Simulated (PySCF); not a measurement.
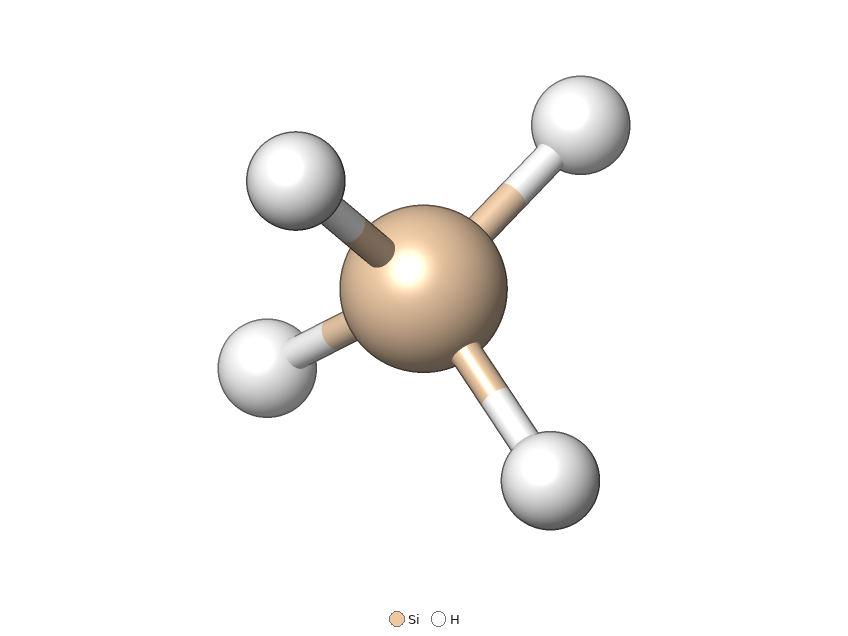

The geometry was computed by an optimisation with PBE0-D3(BJ)/def2-SVP. No frequency run is at hand to confirm it as a minimum.

Give the structural formula.

SMILES: [SiH4]

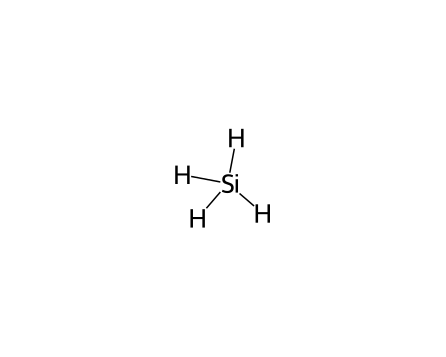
